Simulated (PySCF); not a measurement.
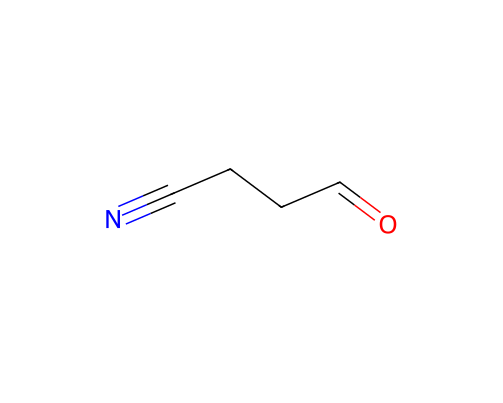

A structural formula.

Question: Give its SMILES.

Answer: N#CCCC=O

Question: Give the formula, hydrogens included.

Answer: C4H5NO.

Question: An optimisation with GFN2-xTB gave a structure of which point group?

Answer: Cs. Other conformers may differ.

The parts below concern this one geometry. Atoms keep their numbers from picture to picture. The geometry was computed by an optimisation with GFN2-xTB. No frequency run is at hand to confirm it as a minimum.

Shape

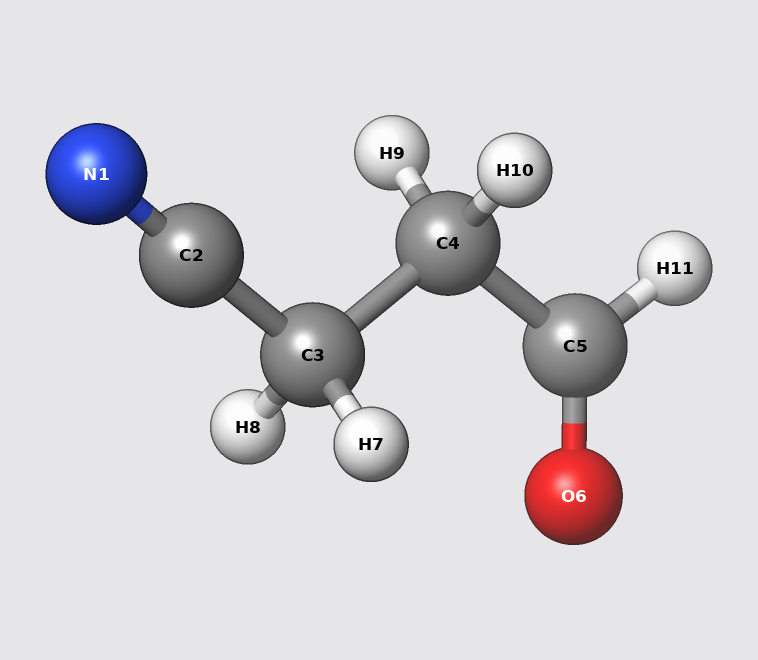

Numbered structure. No frequency run is at hand to confirm it as a minimum.

What are the angles N1–C2–C3, C2–C3–C4, C2–C3–H7, C4–C3–H7, C3–C4–C5, C3–C4–H9, C5–C4–H9, C4–C5–O6, C4–C5–H11, O6–C5–H11?

```json
{"angle": "N1–C2–C3", "degrees": "178.9"}
{"angle": "C2–C3–C4", "degrees": "111.1"}
{"angle": "C2–C3–H7", "degrees": "109.1"}
{"angle": "C4–C3–H7", "degrees": "109.8"}
{"angle": "C3–C4–C5", "degrees": "111.6"}
{"angle": "C3–C4–H9", "degrees": "110.9"}
{"angle": "C5–C4–H9", "degrees": "108.2"}
{"angle": "C4–C5–O6", "degrees": "125.3"}
{"angle": "C4–C5–H11", "degrees": "113.1"}
{"angle": "O6–C5–H11", "degrees": "121.6"}
```

Electronic properties

No frequency run is at hand to confirm it as a minimum. Properties computed with PBE0/def2-SVPD, gas phase (PySCF 2.14.0). Excitations: vertical, linear response.

Predict the main results.

- dipole moment: 2.98 D
- HOMO energy (Kohn–Sham orbital): −8.18 eV
- LUMO energy (Kohn–Sham orbital): −1.35 eV
- HOMO–LUMO gap: 6.83 eV
- mean static polarisability: 53.7 bohr³
- lowest vertical singlet excitation: 4.42 eV
- its oscillator strength: 0.000
- brightest of the 6 lowest singlets: 7.84 eV
- its oscillator strength: 0.13

Quadrupole coupling

No frequency run is at hand to confirm it as a minimum. Electric field gradients from the ground-state density, PBE0/pcSseg-1 (PySCF 2.14.0), non-relativistic apart from any core potentials.

Give the largest field-gradient component, the quadrupole coupling constant and the asymmetry for 14N at N1 (Q = 20.44 mb), 17O at O6 (Q = −25.6 mb), 2H at H7 (Q = 2.86 mb), 2H at H9 (Q = 2.86 mb).

| atom | V_zz (a.u.) | e²qQ/h (MHz) | η |
| --- | --- | --- | --- |
| N1 | −0.969 | −4.65 | 0.02 |
| O6 | −2.026 | 12.18 | 0.60 |
| H7 | 0.295 | 0.198 | 0.03 |
| H9 | 0.296 | 0.199 | 0.05 |

Bond orders

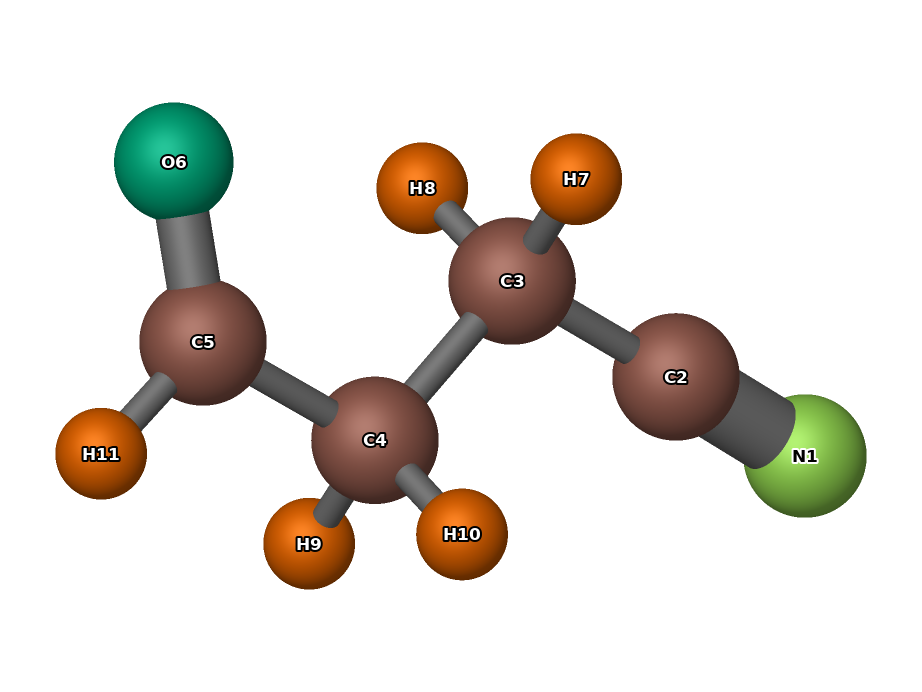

The thickness of each stick grows with its Mayer bond order. No frequency run is at hand to confirm it as a minimum. Level of theory: PBE0/pcSseg-1 (PySCF 2.14.0).

Question: Which bond has the highest Mayer bond order?

Answer: N1–C2, 3.07, at a length of 1.143 Å.

List the Mayer bond orders of N1–C2, C2–C3, C3–C4, C3–H7, C4–C5, C4–H9, C5–O6, C5–H11 (one bond of each equivalent set).

```json
{"bond": "N1–C2", "Mayer order": "3.07", "length (Å)": "1.143"}
{"bond": "C2–C3", "Mayer order": "1.02", "length (Å)": "1.439"}
{"bond": "C3–C4", "Mayer order": "1.00", "length (Å)": "1.532"}
{"bond": "C3–H7", "Mayer order": "0.92", "length (Å)": "1.094"}
{"bond": "C4–C5", "Mayer order": "0.99", "length (Å)": "1.502"}
{"bond": "C4–H9", "Mayer order": "0.92", "length (Å)": "1.094"}
{"bond": "C5–O6", "Mayer order": "2.04", "length (Å)": "1.197"}
{"bond": "C5–H11", "Mayer order": "0.94", "length (Å)": "1.107"}
```
